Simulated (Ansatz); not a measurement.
Consider B₂As.

```
B As
1.0
     5.42351    0.00000   -0.02314
     0.00000    5.11833    0.00000
    -1.67183    0.00000    5.05942
B As
8 4
Direct
  0.32341 0.15119 0.42106
  0.82341 0.65119 0.42106
  0.17659 0.65119 0.07894
  0.67659 0.15119 0.07894
  0.17659 0.34881 0.57894
  0.67659 0.84881 0.57894
  0.32341 0.84881 0.92106
  0.82341 0.34881 0.92106
  0.25000 0.25000 0.00000
  0.75000 0.75000 0.00000
  0.25000 0.75000 0.50000
  0.75000 0.25000 0.50000
```

Space group C2/c; a structure generated by program, which may or may not match a known phase.

These are results of DFT PBE, scalar-relativistic, plane waves, PAW in Ansatz, not measurements.

**What will maps of the valence pseudo-density and electron localisation function show?**

B–B (1.67 Å): ρ at the midpoint is about 1.1 e/Å³; the ELF peaks at about 0.95 between the atoms.
B–As (2.21 Å): ρ is about 0.59 e/Å³ halfway; the ELF peaks at about 0.85 between the atoms.
Bader's partition of the density gives B +0.03 and As −0.06 e.

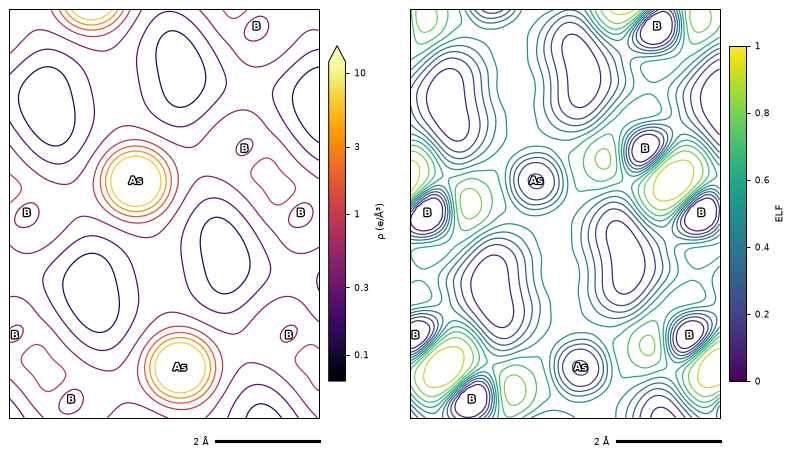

Computed valence pseudo-density and electron localisation function on the (110) plane of the conventional cell, in this order. 

The density is the valence pseudo-density of a PAW calculation; it isn't the true density close to the nuclei.
